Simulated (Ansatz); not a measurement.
## Geometry relaxation, with input and output: AlSiNH$_{8}$O (part 1 of 2)

The run: geometry relaxation of AlSiNH$_{8}$O. Method and program: RHF/6-31G* (Ansatz 0.2.0).

It belongs to a series of runs on one base structure; here: end point B relaxed.

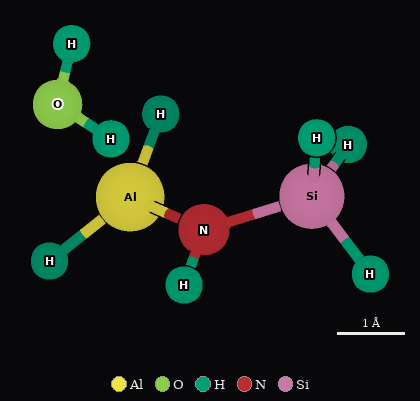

Figure 1. The starting structure (ball-and-stick view, seen at a tilt). Sticks mark near contacts.

**Input**
```yaml
crystal:
  periodic: [false, false, false]
  atoms:
    - { symbol: Al, position_ang: [0.382639, 0.301752, -0.46059] }
    - { symbol: O, position_ang: [-0.506367, 0.200084, 2.370004] }
    - { symbol: H, position_ang: [-1.427822, 0.179428, 2.593398] }
    - { symbol: H, position_ang: [1.706112, -0.549046, -0.374811] }
    - { symbol: H, position_ang: [-0.943072, -0.14595, -1.189425] }
    - { symbol: "N", position_ang: [0.445497, 2.066748, 0.180595] }
    - { symbol: H, position_ang: [1.325656, 2.327462, 0.587517] }
    - { symbol: Si, position_ang: [-0.598537, 3.40056, -0.157704] }
    - { symbol: H, position_ang: [-1.520956, 3.031589, -1.249813] }
    - { symbol: H, position_ang: [-1.432556, 3.790781, 1.006312] }
    - { symbol: H, position_ang: [0.171546, 4.60144, -0.550123] }
    - { symbol: H, position_ang: [-0.314039, 1.110655, 2.086339] }
basis:
  gaussian: { orbitals: "6-31G*" }
hamiltonian:
  xc: hf
relax:
  f_tol: 0.03
  max_steps: 50
```

Launched with:
```bash
ansatz run input.yaml --threads 1 --pin off --max-ram 2048MiB --backend cpu --events-out ev --progress --plain --runs-dir out
```

**Log**
```
The last accepted step is kept in [file] (removed where the run ends without a failure and the disk answers)
Engine: ansatz 0.2.0, aarch64-unknown-linux-gnu
Functional definition: HF
  exchange = exact_x
  correlation = 0
911 factors; integrals over basis functions are off by at most 5.9e-4 eV
mean field evaluation 1: about -18086.5846 eV, gradient 4.3e1 eV
mean field evaluation 2: about -18086.6427 eV, gradient 4.3e1 eV
mean field evaluation 4: about -18090.6049 eV, gradient 3.2e0 eV
mean field evaluation 8: about -18090.6476 eV, gradient 2.5e-1 eV
mean field -18090.64774249 eV, -664.8190422551 hartree, gradient 2.2e-5 eV, S^2 0.000000; 0 other end points of the search recorded, 0 dependent functions left out
the calculation of the forces begins
reference -18090.64774249 eV, -664.8190422551 hartree; 25, 25 occupied and 59, 59 virtual orbitals, 911 factors
relax step   1: F+E_penalty+E_count = -18090.64774249 eV  Δ(F+E_penalty+E_count) = +0.000e0 eV  max|allowed force component| = 1.127e0 eV/Å  Δτ_max = 0.0000 Å  (32 SCF iters, accepted)
these checks for a lower state are left out or cut short: starts, cluster_reference, orbital_swaps, neighbouring_geometries, increment
911 factors; integrals over basis functions are off by at most 5.9e-4 eV
mean field evaluation 16: about -18090.7357 eV, gradient 6.9e-4 eV
mean field -18090.73571794 eV, -664.8222752931 hartree, gradient 2.1e-5 eV, S^2 0.000000; 0 other end points of the search recorded, 0 dependent functions left out
[... from here on the field's lines of each further geometry are left out, up to the last ...]
relax step   2: F+E_penalty+E_count = -18090.73571794 eV  Δ(F+E_penalty+E_count) = -8.798e-2 eV  max|allowed force component| = 2.007e0 eV/Å  Δτ_max = 0.1957 Å  (30 SCF iters, accepted)
relax step   3: F+E_penalty+E_count = -18090.93204068 eV  Δ(F+E_penalty+E_count) = -1.963e-1 eV  max|allowed force component| = 1.742e0 eV/Å  Δτ_max = 0.1944 Å  (31 SCF iters, accepted)
relax step   4: F+E_penalty+E_count = -18091.10056103 eV  Δ(F+E_penalty+E_count) = -1.685e-1 eV  max|allowed force component| = 9.155e-1 eV/Å  Δτ_max = 0.1949 Å  (31 SCF iters, accepted)
relax step   5: F+E_penalty+E_count = -18091.15833741 eV  Δ(F+E_penalty+E_count) = -5.778e-2 eV  max|allowed force component| = 7.645e-1 eV/Å  Δτ_max = 0.1913 Å  (31 SCF iters, accepted)
relax step   6: F+E_penalty+E_count = -18091.18602946 eV  Δ(F+E_penalty+E_count) = -2.769e-2 eV  max|allowed force component| = 6.257e-1 eV/Å  Δτ_max = 0.2000 Å  (31 SCF iters, accepted)
relax step   7: F+E_penalty+E_count = -18091.20243463 eV  Δ(F+E_penalty+E_count) = -1.641e-2 eV  max|allowed force component| = 4.174e-1 eV/Å  Δτ_max = 0.0710 Å  (32 SCF iters, accepted)
relax step   8: F+E_penalty+E_count = -18091.20694287 eV  Δ(F+E_penalty+E_count) = -4.508e-3 eV  max|allowed force component| = 1.964e-1 eV/Å  Δτ_max = 0.0367 Å  (33 SCF iters, accepted)
relax step   9: F+E_penalty+E_count = -18091.20712743 eV  Δ(F+E_penalty+E_count) = -1.846e-4 eV  max|allowed force component| = 1.007e-1 eV/Å  Δτ_max = 0.0663 Å  (32 SCF iters, accepted)
relax step  10: F+E_penalty+E_count = -18091.20901424 eV  Δ(F+E_penalty+E_count) = -1.887e-3 eV  max|allowed force component| = 6.873e-2 eV/Å  Δτ_max = 0.1111 Å  (31 SCF iters, accepted)
relax step  11: F+E_penalty+E_count = -18091.21000449 eV  Δ(F+E_penalty+E_count) = -9.903e-4 eV  max|allowed force component| = 4.373e-2 eV/Å  Δτ_max = 0.0206 Å  (24 SCF iters, accepted)
relax step  12: F+E_penalty+E_count = -18091.21247946 eV  Δ(F+E_penalty+E_count) = -2.475e-3 eV  max|allowed force component| = 9.005e-2 eV/Å  Δτ_max = 0.1640 Å  (31 SCF iters, accepted)
relax step  13: F+E_penalty+E_count = -18091.20834595 eV  Δ(F+E_penalty+E_count) = +4.134e-3 eV  max|allowed force component| = 2.930e-1 eV/Å  Δτ_max = 0.1793 Å  (31 SCF iters, rejected (line search))
relax step  14: F+E_penalty+E_count = -18091.21612595 eV  Δ(F+E_penalty+E_count) = -3.646e-3 eV  max|allowed force component| = 4.344e-2 eV/Å  Δτ_max = 0.0893 Å  (31 SCF iters, accepted)
relax step  15: F+E_penalty+E_count = -18091.21850499 eV  Δ(F+E_penalty+E_count) = -2.379e-3 eV  max|allowed force component| = 8.395e-2 eV/Å  Δτ_max = 0.0976 Å  (30 SCF iters, accepted)
relax step  16: F+E_penalty+E_count = -18091.21971818 eV  Δ(F+E_penalty+E_count) = -1.213e-3 eV  max|allowed force component| = 1.142e-1 eV/Å  Δτ_max = 0.0743 Å  (31 SCF iters, accepted)
relax step  17: F+E_penalty+E_count = -18091.22144876 eV  Δ(F+E_penalty+E_count) = -1.731e-3 eV  max|allowed force component| = 1.172e-1 eV/Å  Δτ_max = 0.0589 Å  (32 SCF iters, accepted)
relax step  18: F+E_penalty+E_count = -18091.22420725 eV  Δ(F+E_penalty+E_count) = -2.758e-3 eV  max|allowed force component| = 1.134e-1 eV/Å  Δτ_max = 0.1031 Å  (31 SCF iters, accepted)
relax step  19: F+E_penalty+E_count = -18091.22578003 eV  Δ(F+E_penalty+E_count) = -1.573e-3 eV  max|allowed force component| = 1.396e-1 eV/Å  Δτ_max = 0.1012 Å  (31 SCF iters, accepted)
relax step  20: F+E_penalty+E_count = -18091.22735607 eV  Δ(F+E_penalty+E_count) = -1.576e-3 eV  max|allowed force component| = 1.211e-1 eV/Å  Δτ_max = 0.0298 Å  (24 SCF iters, accepted)
relax step  21: F+E_penalty+E_count = -18091.22954514 eV  Δ(F+E_penalty+E_count) = -2.189e-3 eV  max|allowed force component| = 3.835e-2 eV/Å  Δτ_max = 0.0611 Å  (31 SCF iters, accepted)
relax step  22: F+E_penalty+E_count = -18091.23085327 eV  Δ(F+E_penalty+E_count) = -1.308e-3 eV  max|allowed force component| = 3.409e-2 eV/Å  Δτ_max = 0.0799 Å  (31 SCF iters, accepted)
relax step  23: F+E_penalty+E_count = -18091.23135355 eV  Δ(F+E_penalty+E_count) = -5.003e-4 eV  max|allowed force component| = 7.556e-2 eV/Å  Δτ_max = 0.0954 Å  (31 SCF iters, accepted)
relax step  24: F+E_penalty+E_count = -18091.23199526 eV  Δ(F+E_penalty+E_count) = -6.417e-4 eV  max|allowed force component| = 3.212e-2 eV/Å  Δτ_max = 0.0065 Å  (24 SCF iters, accepted)
relax step  25: F+E_penalty+E_count = -18091.23242667 eV  Δ(F+E_penalty+E_count) = -4.314e-4 eV  max|allowed force component| = 1.552e-2 eV/Å  Δτ_max = 0.0434 Å  (32 SCF iters, accepted)
relax step  26: F+E_penalty+E_count = -18091.23268875 eV  Δ(F+E_penalty+E_count) = -2.621e-4 eV  max|allowed force component| = 2.482e-2 eV/Å  Δτ_max = 0.0673 Å  (31 SCF iters, accepted)
the calculation of the forces begins
reference -18091.23272769 eV, -664.8405400645 hartree; 25, 25 occupied and 59, 59 virtual orbitals, 911 factors
relax step  27: F+E_penalty+E_count = -18091.23272769 eV  Δ(F+E_penalty+E_count) = -3.893e-5 eV  max|allowed force component| = 2.427e-2 eV/Å  Δτ_max = 0.0318 Å  (23 SCF iters, accepted)
911 factors; integrals over basis functions are off by at most 7.3e-4 eV
mean field evaluation 192: about -18091.2327 eV, gradient 1.8e-5 eV
```

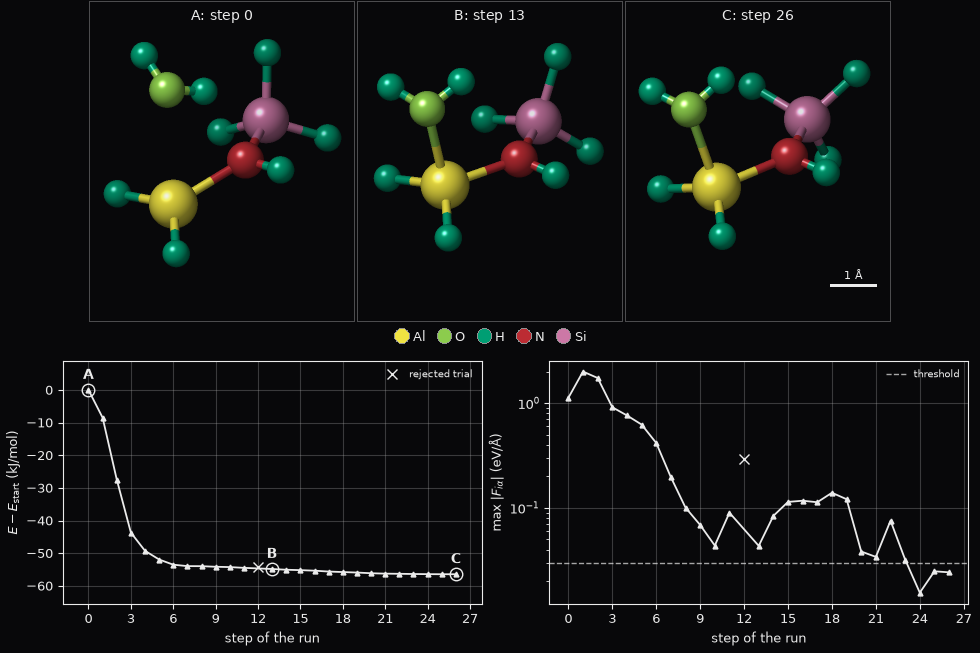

Figure 2. Frames of the relaxation (ball-and-stick view, seen at a tilt) above the curves, on which the letters mark them (the first geometry is step 0 here and step 1 in the log).

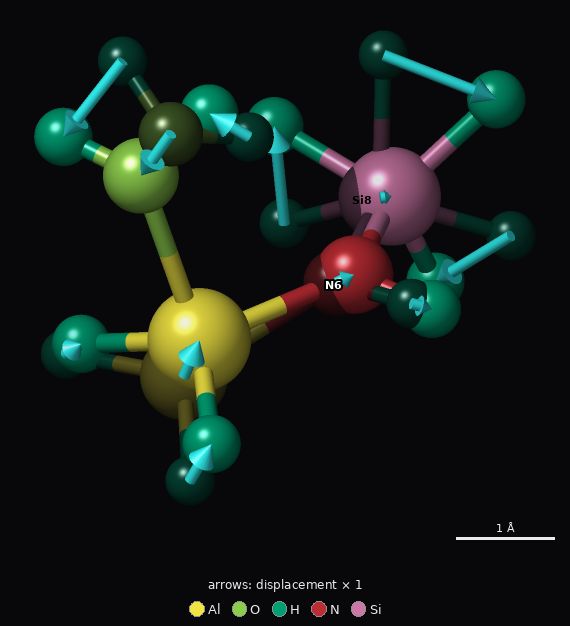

Figure 3. Start (faint) and end (solid) with the displacements as teal arrows, at true length (ball-and-stick view, seen at a tilt). The two geometries are laid on each other by the best rigid fit. Over 26 geometry steps the energy falls by 56.4 kJ/mol. Largest force component: 1.1 eV/Å at the start, 0.024 eV/Å at the end. The line search rejected the trial step at point 12 (counted from 0) and went back. The atom that moves furthest after the best rigid fit is H10 (1.25 Å). Largest moves by element: H 1.25 Å, O 0.64 Å, Al 0.48 Å, N 0.20 Å, Si 0.12 Å. Distances before and after: Al1–O2 2.969 → 2.047 Å, Al1–N6 1.879 → 1.832 Å, O2–H12 0.973 → 0.954 Å, Al1–H5 1.578 → 1.596 Å. New bonds form: Al1–O2 (2.97 → 2.05 Å). Among the angles that change: H4–Al1–H5 125.3° → 121.2°, N6–Si8–H11 111.4° → 115.2°, H4–Al1–N6 117.4° → 114.8°. (Atoms are counted from 1 in the order of the input.)

```
mean field -18091.23272769 eV, -664.8405400645 hartree, gradient 1.8e-5 eV, S^2 0.000000; 1 other end points of the search recorded, 0 dependent functions left out
the calculation of the forces begins
reference -18091.23272769 eV, -664.8405400645 hartree; 25, 25 occupied and 59, 59 virtual orbitals, 911 factors
Total energy: -18091.23272769 eV, -664.8405400645 hartree
Atom 0 at     0.399360     0.428742     0.024875 Å, force    -0.002672    -0.005486     0.003524 eV/Å
Atom 1 at    -0.605118    -0.025811     1.749429 Å, force    -0.013352     0.004760     0.009086 eV/Å
Atom 2 at    -1.471216    -0.401945     1.628459 Å, force     0.005830    -0.001219    -0.002018 eV/Å
Atom 3 at     1.772546    -0.355050     0.187570 Å, force     0.000590     0.001778    -0.002977 eV/Å
Atom 4 at    -0.734320    -0.086483    -0.973840 Å, force     0.003721     0.001384    -0.002821 eV/Å
Atom 5 at     0.504431     2.233336     0.321062 Å, force     0.000373    -0.003595    -0.005066 eV/Å
Atom 6 at     1.418742     2.548257     0.590740 Å, force     0.000746     0.001545    -0.000458 eV/Å
Atom 7 at    -0.556925     3.502974    -0.140263 Å, force    -0.003104     0.024269     0.000288 eV/Å
Atom 8 at    -1.931468     2.956436    -0.220564 Å, force     0.016334     0.008186    -0.003624 eV/Å
Atom 9 at    -0.562657     4.597449     0.862046 Å, force    -0.004127    -0.012473    -0.004047 eV/Å
Atom 10 at    -0.249595     4.140156    -1.443029 Å, force    -0.009086    -0.014945     0.009566 eV/Å
Atom 11 at    -0.695680     0.777443     2.255216 Å, force     0.004745    -0.004204    -0.001453 eV/Å
Dipole moment:    -0.410284    -0.104035     0.709965 e Å
```

**Trajectory as extended XYZ (Å, eV, eV/Å), 18 of the 27 frames kept, from step=1 to step=27**
```
12
Properties=species:S:1:pos:R:3:forces:R:3 step=1 energy=-18090.64774
Al    0.3826    0.3018   -0.4606   -0.0796   1.1272   0.7452
O    -0.5064    0.2001    2.3700    0.3297   0.9640  -0.6373
H    -1.4278    0.1794    2.5934   -0.0043   0.0131  -0.0103
H     1.7061   -0.5490   -0.3748    0.0149  -0.0037   0.0031
H    -0.9431   -0.1459   -1.1894    0.0093   0.0053   0.0046
N     0.4455    2.0667    0.1806    0.0148  -1.0786  -0.5047
H     1.3257    2.3275    0.5875    0.0072  -0.0159  -0.0103
Si   -0.5985    3.4006   -0.1577   -0.0279   0.0201  -0.0041
H    -1.5210    3.0316   -1.2498    0.0044   0.0070   0.0158
H    -1.4326    3.7908    1.0063    0.0158  -0.0060  -0.0049
H     0.1715    4.6014   -0.5501   -0.0079  -0.0154  -0.0085
H    -0.3140    1.1107    2.0863   -0.2765  -1.0170   0.4115
12
Properties=species:S:1:pos:R:3:forces:R:3 step=3 energy=-18090.93204
Al    0.2877    0.3143   -0.2074   -0.1257   0.1249   0.3369
O    -0.4656    0.1503    2.0325   -0.5628   1.7415   0.3243
H    -1.3350    0.0335    2.4427    0.8068  -0.2729  -0.6283
H     1.6246   -0.5323   -0.2014   -0.0114  -0.0504   0.1176
H    -0.9923   -0.1270   -1.0248   -0.0750  -0.0115   0.0578
N     0.4708    2.1008    0.1593   -0.0769  -0.0518   0.0521
H     1.3638    2.3671    0.5336   -0.0028   0.0406  -0.1118
Si   -0.5912    3.4200   -0.1749    0.1608  -0.0925  -0.0497
H    -1.5288    3.0399   -1.2489   -0.0170   0.0216   0.0184
H    -1.4119    3.8095    0.9995   -0.0290   0.0285   0.0244
H     0.1681    4.6220   -0.5803   -0.0208   0.0270  -0.0065
H    -0.3022    1.1173    2.1118   -0.0462  -1.5050  -0.1351
12
Properties=species:S:1:pos:R:3:forces:R:3 step=4 energy=-18091.10056
Al    0.2382    0.3082   -0.0891    0.0131   0.0667   0.1206
O    -0.4187    0.1804    1.9120   -0.6528   0.7864   0.5971
H    -1.2862   -0.0490    2.2730    0.7659  -0.0243  -0.5427
H     1.5781   -0.5425   -0.1037   -0.0201  -0.0450   0.0733
H    -1.0287   -0.1274   -0.9386   -0.0884  -0.0257   0.0768
N     0.4660    2.1112    0.1832    0.0705   0.1920   0.0226
H     1.3820    2.3856    0.4960   -0.0966  -0.0019  -0.1510
Si   -0.5879    3.4279   -0.1759    0.1327  -0.1327   0.0242
H    -1.5332    3.0431   -1.2414   -0.0152   0.0308  -0.0050
H    -1.4121    3.8263    0.9956   -0.0364   0.0510   0.0093
H     0.1670    4.6304   -0.5874   -0.0006   0.0181  -0.0194
H    -0.2763    1.1213    2.1178   -0.0718  -0.9155  -0.2057
```
